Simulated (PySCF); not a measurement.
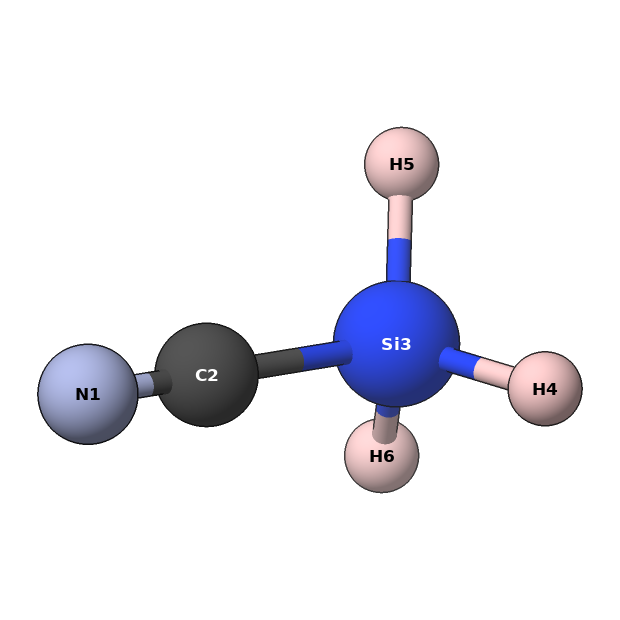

The computed structure is the end point of a PBE0-D3(BJ)/def2-SVP optimisation. No frequency run is at hand to confirm it as a minimum. Method: TDDFT CAM-B3LYP/def2-SVPD, vertical, gas phase, core orbitals frozen in the response (PySCF 2.14.0), and the same with a continuum solvent (IEF-PCM, Bondi radii x 1.2, gas-phase geometry).

How do dipole (D), HOMO–LUMO gap (eV), lowest singlet (eV) change in acetone (ε = 20.5), dimethylsulfoxide (ε = 46.8)?

| medium | dipole (D) | HOMO–LUMO gap (eV) | lowest singlet (eV) |
| --- | --- | --- | --- |
| gas phase | 3.60 | 11.75 | 6.98 |
| acetone | 4.57 | 11.78 | 7.11 |
| dimethylsulfoxide | 4.62 | 11.78 | 7.12 |
